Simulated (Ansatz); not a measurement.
## Redistribution: C2H3BrO + C2H3F2I → C2H3IO + C2H3BrF2

Gas-phase species: C2H3BrO (acetyl bromide) `CC(=O)Br`, singlet; C2H3F2I `FCC(F)I`, singlet; C2H3IO (acetyl iodide) `CC(=O)I`, singlet; C2H3BrF2 `FCC(F)Br`, singlet. The partners trade Br for I; both sit on C, so the bond types are kept.

Shapes, held fixed at every level: PBE0-D4/def2-TZVP. Flexible molecules stand in one conformer, not always the lowest. Programs: Ansatz 0.2.0. Electronic energies: no zero-point or thermal term.

```csv
level,kind,ΔE (kJ/mol),less CCSD(T)/def2-TZVPP
HF/def2-TZVPP,Hartree–Fock,+5.5,-1.2
PBE0-D4/def2-TZVPP,global hybrid,+7.2,+0.5
wB97M-V/def2-TZVPP,range-separated hybrid,+8.1,+1.4
wB97X-V/def2-TZVPP,range-separated hybrid,+8.0,+1.3
B2PLYP/def2-TZVPP,double hybrid,+6.4,-0.3
CCSD/def2-TZVPP,coupled cluster or CI,+6.9,+0.2
CCSD(T)/def2-TZVPP,coupled cluster or CI,+6.7,0.0
```

The highest level, CCSD(T)/def2-TZVPP, gives ΔE = +6.7 kJ/mol; the levels span +5.5 to +8.1. The column of differences is taken from that level and isn't an error. No measured value is set beside it here. For atoms past krypton def2 sets carry core potentials with scalar relativity. Relativity is left out for Br. Outer-core shells of Br, I are correlated, in sets that cover them unevenly.

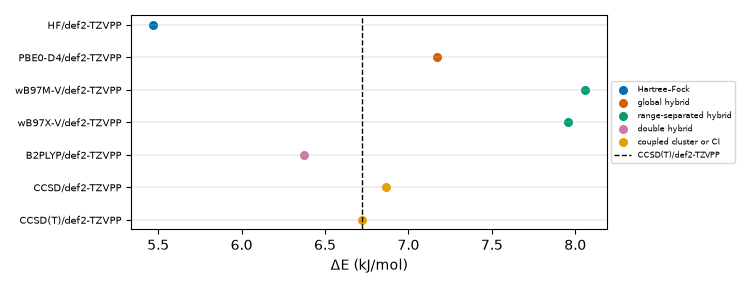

The values of the table, level by level.
